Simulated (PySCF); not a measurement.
**C₄H₁₃NSi₂: density, localisation and related maps**

Input

```
{"job": {"kind": "nmr", "xc": "PBE0", "basis": "pcSseg-1"}, "charge": 0, "multiplicity": 1}
Si     3.328365     0.369041     0.109892
N      2.331831    -1.023254    -0.163390
Si     0.696007    -1.146832    -0.724061
C     -0.235240     0.404171    -0.154399
C     -1.686466     0.375353    -0.560977
C     -2.716510     1.118097     0.236358
C     -2.676592    -0.381508     0.268476
H      3.411057     1.202728    -1.094231
H      2.756585     1.152757     1.207287
H      4.648010    -0.155108     0.464110
H      2.828074    -1.898412    -0.178576
H      0.645498    -1.244541    -2.192419
H      0.136845    -2.366903    -0.130541
H     -0.169730     0.498545     0.930403
H      0.239058     1.294820    -0.573177
H     -1.834792     0.345788    -1.634300
H     -2.390468     1.651738     1.117031
H     -3.531682     1.600003    -0.282982
H     -2.319796    -0.857768     1.169229
H     -3.465203    -0.928037    -0.226464
```

Launched as:

```sh
OMP_NUM_THREADS=1 python probes_run.py task.json out
```

Geometry: GFN2-xTB.

The calculation used PySCF, PBE0/pcSseg-1, SCF density, gas phase, non-relativistic.

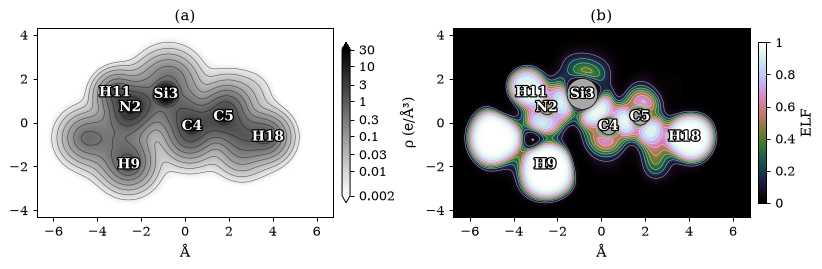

Figure 1. (a) total electron density; (b) ELF on the plane of atoms N2, Si3 and C4. Grey discs cover the atomic cores in the ELF map.

> What do the fields say about this system?

- The section cuts through N, Si, C and H sites.
- C–C (1.51 Å): the density is about 1.7 e/Å³ at the midpoint; the ELF peaks at about 0.95 between the atoms, as expected for a shared electron pair.
- Si–N (1.73 Å): ρ is about 1.1 e/Å³ halfway; the ELF peaks at about 0.90 between the atoms; a polar covalent bond.
- C–Si (1.90 Å): the density is about 0.94 e/Å³ at the midpoint; the ELF peaks at about 0.95 between the atoms; a covalent bond.
- N–H (1.01 Å): ρ at the midpoint is about 2.8 e/Å³; the ELF climbs to about 1 towards the hydrogen, as it does in any bond to H (an ordinary covalent bond to hydrogen).

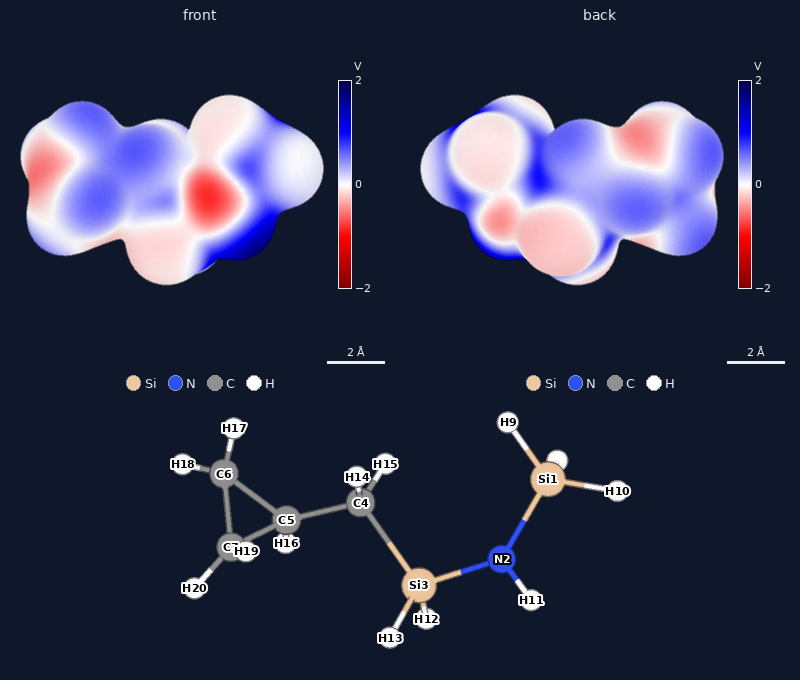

Figure 2. The electrostatic potential painted on the density surface at 0.002 e/bohr³, seen from the front and from behind; the colour scale runs from red (negative) to blue (positive). The bare structure is drawn below in the same view.

> Describe the electrostatic potential map.

The most negative region (about −0.7 V) lies over N2, the most positive (about +1.6 V) over H11.
